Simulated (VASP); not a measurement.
Band structure of GaAs (zinc blende). All values below come from PBE GGA with D3 dispersion (zero damping), VASP's PBE PAW potentials (set 64) (plane waves; VASP 6.6.1).

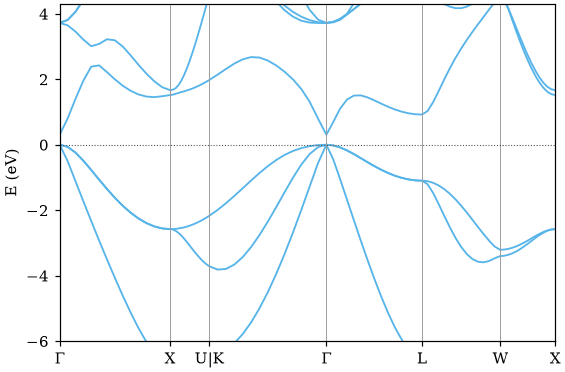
Fig. 1. Bands along high-symmetry lines, zero at the valence-band maximum or, without a gap, the Fermi level

Q: Read the plot: is there a gap, and where are the band edges?

A: The gap is direct, 0.31 eV, from the valence maximum at Γ to the conduction minimum at Γ. (Edges off the drawn lines would not show.)

Measured: gap 1.57 eV (computed value off by -1.26 eV), as given by Wei Chen et al., Physical Review Materials (2018), doi:10.1103/physrevmaterials.2.073803 [zero-point renormalisation of 0.05 eV added back (the table's ZPR column)].

The compound is GaAs in the zinc blende structure. It was relaxed first.
